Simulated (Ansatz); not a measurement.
A series of calculations on SnH3

**1. Relaxation**

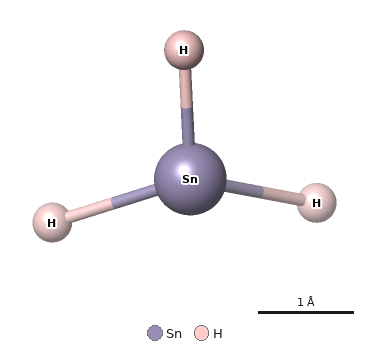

SnH$_{3}$ (multiplicity 2), before the constrained relaxation. A ball-and-stick model, seen from a free direction.

All numbers below come from UKS PBE0-D4/def2-TZVP in Ansatz 0.2.0.

Input
```yaml
crystal:
  periodic: [false, false, false]
  atoms:
    - {symbol: Sn, position_ang: [0.280206, -0.211569, -0.271725]}
    - {symbol: H, position_ang: [0.915658, -0.029073, 0.969134]}
    - {symbol: H, position_ang: [-1.125045, -1.172193, -0.064017]}
    - {symbol: H, position_ang: [-0.154899, 1.312548, -0.926253]}
basis:
  gaussian: {orbitals: def2-TZVP}
magnetization: {spin_polarized: true, initial_magnetization: 1}
hamiltonian: {xc: pbe0, dispersion: d4}
relax: {f_tol: 0.005, max_steps: 200, constraints: [{distance: [0, 1]}]}
```

Where does the constrained relaxation end?

Answer. After 3 geometry steps the energy has fallen by 1.20 kJ/mol. Largest force component: 0.16 eV/Å at the start, 0.0031 eV/Å at the end. Sn1 moves most after the best rigid fit: 0.047 Å. By element the largest moves are Sn 0.047 Å, H 0.045 Å. Some distances before and after: Sn1–H3 1.715 → 1.709 Å. Among the angles between lasting bonds that change: H2–Sn1–H3 109.6° → 113.3°. The run took roughly 4 core-seconds on a shared host.

Final geometry:

```xyz
4

Sn    0.2651   -0.1918   -0.2317
H     0.9574   -0.0407    0.9826
H    -1.1336   -1.1641   -0.0950
H    -0.1730    1.2963   -0.9488
```

**2. Relaxation**

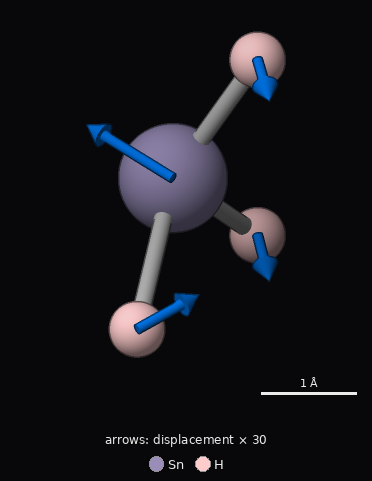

This is a constrained relaxation of SnH3 (multiplicity 2). The starting structure is drawn; blue arrows show the displacements, magnified 30 times. The two geometries are superimposed by the best rigid fit.

A ball-and-stick model, seen from a free direction.

The calculation used Ansatz 0.2.0, UKS PBE0-D4/def2-TZVP.

Input
```yaml
crystal:
  periodic: [false, false, false]
  atoms:
    - {symbol: Sn, position_ang: [0.280206, -0.211569, -0.271725]}
    - {symbol: H, position_ang: [1.251462, 0.067367, 1.624866]}
    - {symbol: H, position_ang: [-1.125045, -1.172193, -0.064017]}
    - {symbol: H, position_ang: [-0.154899, 1.312548, -0.926253]}
basis:
  gaussian: {orbitals: def2-TZVP}
magnetization: {spin_polarized: true, initial_magnetization: 1}
hamiltonian: {xc: pbe0, dispersion: d4}
relax: {f_tol: 0.005, max_steps: 200, constraints: [{distance: [0, 1]}]}
```

### Atoms of which element are displaced furthest, and by how much?

Tin: up to 0.040 Å, against 0.027 Å for hydrogen.

### What did the optimiser do to the structure, and how much energy did it gain?

Over 1 accepted move (2 points after the start) the energy falls by 0.17 kcal/mol. Largest force component: 0.2 eV/Å at the start, 0.0041 eV/Å at the end. The line search rejected the trial step at point 1 of the run. The largest move after the best rigid fit is that of Sn1, 0.040 Å. Largest moves by element: Sn 0.040 Å, H 0.027 Å. Near-neighbour distances that change, for instance: Sn1–H3 1.715 → 1.724 Å. Bond angles that change, for instance: H2–Sn1–H3 109.6° → 107.4°.

**3. Scan**

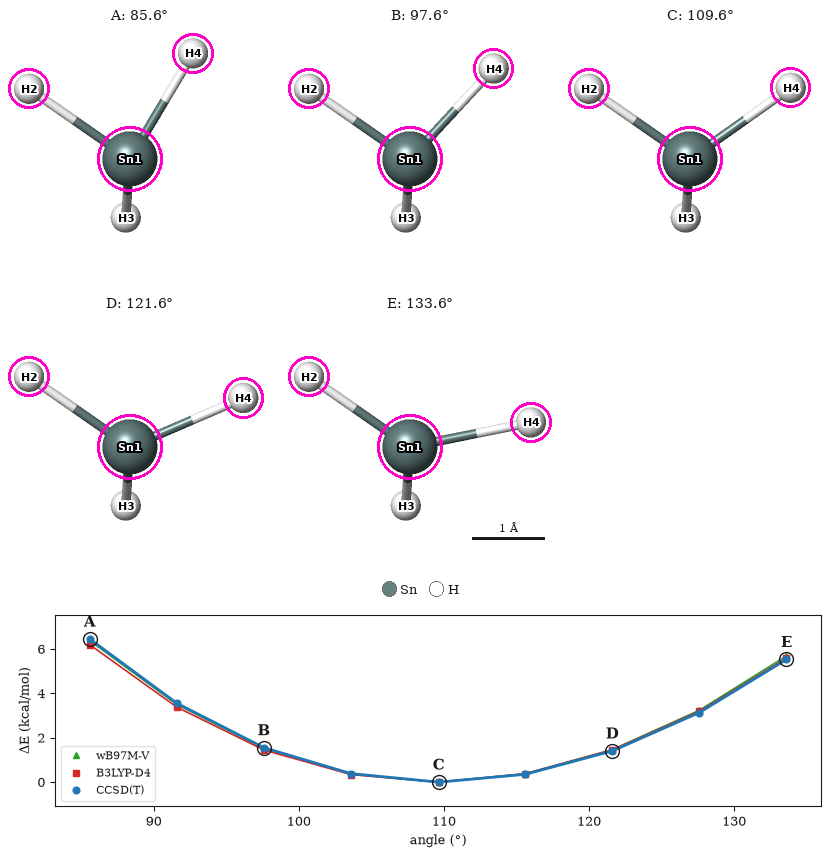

Energy scan for SnH₃ (multiplicity 2), in which the H4–Sn1–H2 angle is varied, with the rest of the molecule carried along rigidly. The lettered frames are marked on the plot, at the values of CCSD(T). The picture is a ball-and-stick view, seen onto the plane of the angle. The ringed atoms are those of the scanned coordinate.

Single-point energies from Ansatz with CCSD(T), B3LYP-D4, wB97M-V in the def2-TZVPP basis, on geometries moved rigidly from the minimum at PBE0-D4/def2-TZVP. Coupled cluster with a frozen core. Elements past krypton carry the basis set's effective core potentials. Energies are counted from the PBE0-D4/def2-TZVP minimum geometry at the same level.

Read off the main features of the energy profile.

With CCSD(T): the lowest computed point lies at the angle 109.6° (0.00 kcal/mol). At the ends of the scan the energy is 6.45 kcal/mol (85.6°) and 5.53 kcal/mol (133.6°). The curvature at the lowest point is about 2.9 eV/rad². At 85.6° the levels give B3LYP-D4 6.19 kcal/mol, wB97M-V 6.38 kcal/mol, CCSD(T) 6.45 kcal/mol. Closest to CCSD(T) there is wB97M-V.

The computed points:

Energies in kcal/mol.

| angle (°) | CCSD(T) | B3LYP-D4 | wB97M-V |
| --- | --- | --- | --- |
| 85.6 | 6.45 | 6.19 | 6.38 |
| 91.6 | 3.55 | 3.38 | 3.49 |
| 97.6 | 1.55 | 1.45 | 1.51 |
| 103.6 | 0.39 | 0.34 | 0.36 |
| 109.6 | 0.00 | 0.00 | 0.00 |
| 115.6 | 0.35 | 0.38 | 0.38 |
| 121.6 | 1.41 | 1.46 | 1.46 |
| 127.6 | 3.14 | 3.20 | 3.24 |
| 133.6 | 5.53 | 5.59 | 5.69 |

**4. Scan**

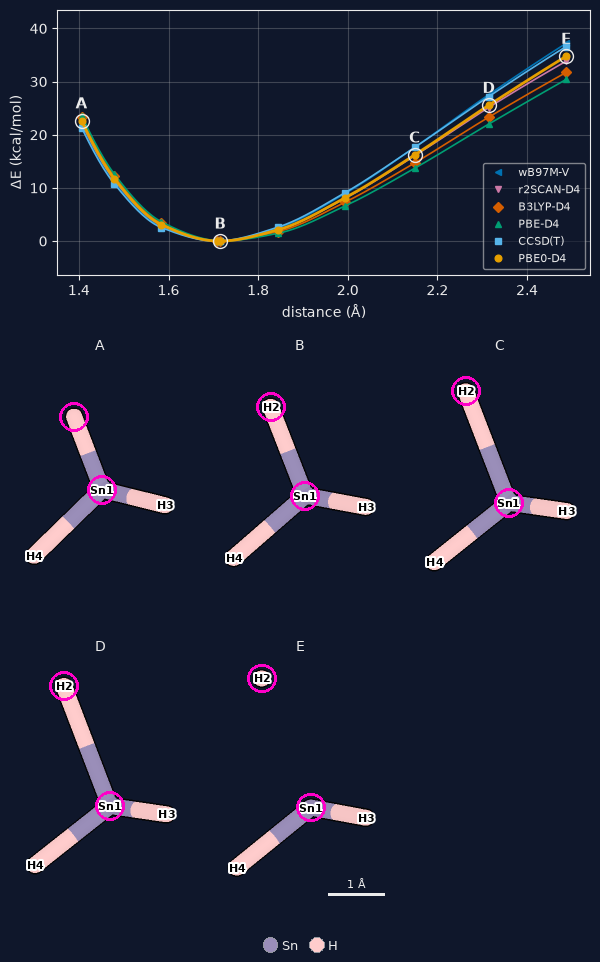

Energy scan for SnH3 (multiplicity 2), in which the Sn1–H2 distance is varied, with all other coordinates relaxed. The lettered frames are marked on the plot, at the values of PBE0-D4. A stick model, seen at a tilt. The ringed atoms are those of the scanned coordinate.

Single-point energies from Ansatz with PBE0-D4, CCSD(T), PBE-D4, B3LYP-D4, r2SCAN-D4, wB97M-V in the def2-TZVPP basis, on geometries relaxed under the constraint at PBE0-D4/def2-TZVP. Coupled cluster with a frozen core. Elements past krypton carry the basis set's effective core potentials. Energies are counted from the PBE0-D4/def2-TZVP minimum geometry at the same level.

**Read off the main features of the energy profile.**

With PBE0-D4: of the computed points the lowest is at the distance 1.715 Å, 0.0 kcal/mol. At the ends of the scan the energy is 22.6 kcal/mol (1.406 Å) and 34.8 kcal/mol (2.487 Å). The curvature at the lowest point is about 13 eV/Å² (2.1 mdyn/Å). The well is steeper on the short side, as for any bond. At 2.487 Å the levels give PBE-D4 30.4 kcal/mol, B3LYP-D4 31.7 kcal/mol, r2SCAN-D4 33.8 kcal/mol, PBE0-D4 34.8 kcal/mol, CCSD(T) 36.6 kcal/mol, wB97M-V 37.2 kcal/mol. Closest to CCSD(T) there is wB97M-V.
